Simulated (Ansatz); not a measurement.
BrH5O2W···HF

The calculation's input:

```
crystal:
  periodic: [false, false, false]
  atoms:
    - { symbol: W, position_ang: [0.540436, 0.287878, -0.29357] }
    - { symbol: F, position_ang: [0.243346, 0.646719, 2.727693] }
    - { symbol: O, position_ang: [1.514043, -0.94155, 0.740489] }
    - { symbol: H, position_ang: [1.897864, -1.808868, 0.510901] }
    - { symbol: H, position_ang: [-0.763825, 0.83837, 0.618054] }
    - { symbol: H, position_ang: [-0.873295, -0.68661, -0.274716] }
    - { symbol: H, position_ang: [0.377252, -1.112024, -1.272441] }
    - { symbol: O, position_ang: [0.083257, 1.075376, -1.933552] }
    - { symbol: H, position_ang: [-0.028601, 0.683093, -2.820153] }
    - { symbol: Br, position_ang: [1.977651, 2.331877, 0.33893] }
    - { symbol: H, position_ang: [0.803872, 1.387938, 2.631666] }
basis:
  gaussian: { orbitals: def2-SVP }
hamiltonian:
  xc: blyp
  dispersion: d4
relax:
  f_tol: 0.03
  max_steps: 50
output:
  orbitals: {}
```

Launched as:

```sh
ansatz run input.yaml --threads 4 --pin off --max-ram 5120MiB --backend cpu --events-out ev --progress --plain --runs-dir out
```

The fields are those of the run's last geometry, not of the input's.

Core potentials replace the inner electrons of W.

Theory: RKS BLYP-D4/def2-SVP in Ansatz 0.2.0.

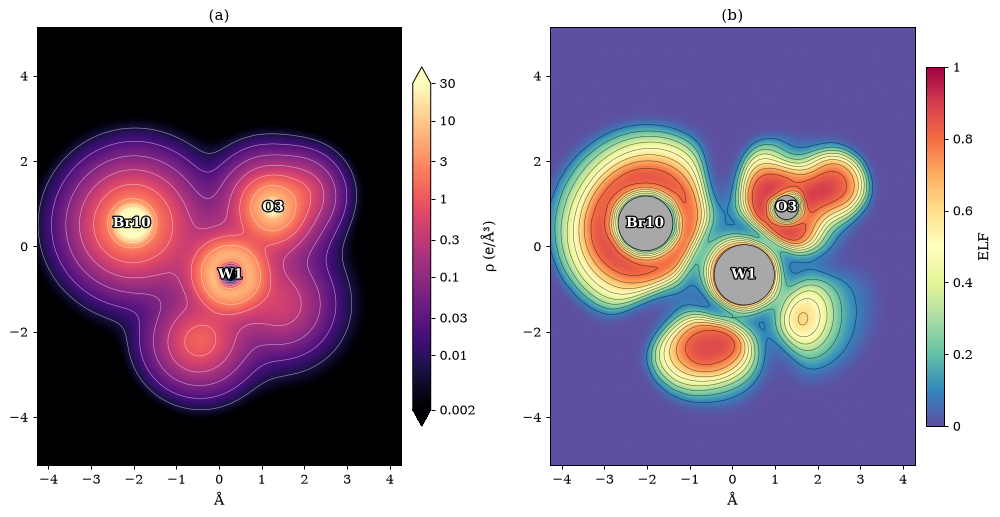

Figure 1. (a) electron density; (b) electron localisation function on the plane of atoms O3, W1 and Br10. Grey discs cover the atomic cores in the ELF map.

What does the map show?

The section cuts through W, O and Br sites.
W–O (1.86 Å): ρ is about 1.1 e/Å³ halfway; the ELF peaks at about 0.80 in the valence shell of O, 0.5 Å from its nucleus, and drops to about 0.25 between the two atoms.
W–Br (2.61 Å): ρ at the midpoint is about 0.44 e/Å³; the ELF peaks at about 0.75 in the valence shell of Br, 1.0 Å from its nucleus, and is about 0.35 at the midpoint.

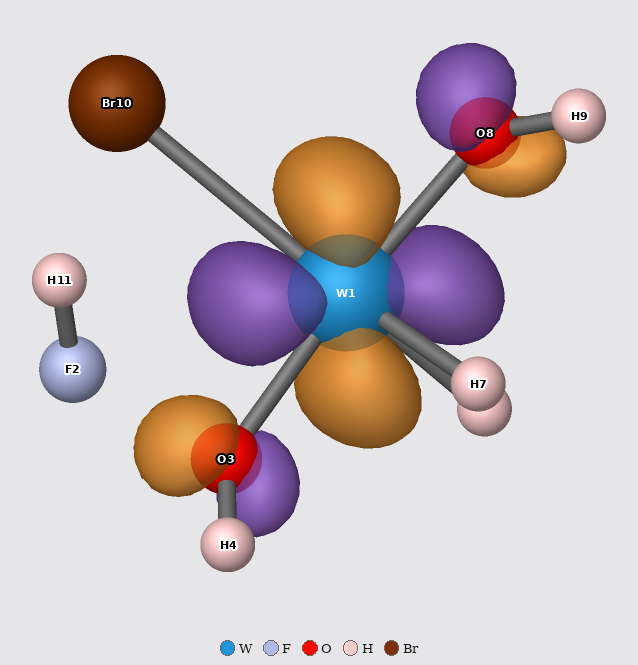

Figure 2. The LUMO at ±0.2 Å⁻³ᐟ² (orange and purple are the two phases), seen at a tilt.

What is the character of this orbital?

By Hirshfeld shares it lies mainly on W1 (about 65 %), O3 (about 15 %) and O8 (about 10 %). Its energy is −3.47 eV.

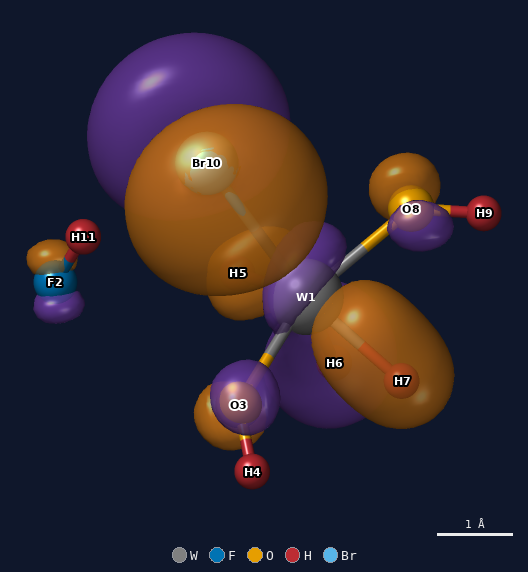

Figure 3. The HOMO at ±0.08 Å⁻³ᐟ² (orange and purple are the two phases), seen across its widest extent.

What is the character of this orbital?

It lies mainly on Br10 (about 70 %), W1 (about 15 %) and H6 (about 5 %); largely a lone pair of Br10. Its energy is −6.34 eV.
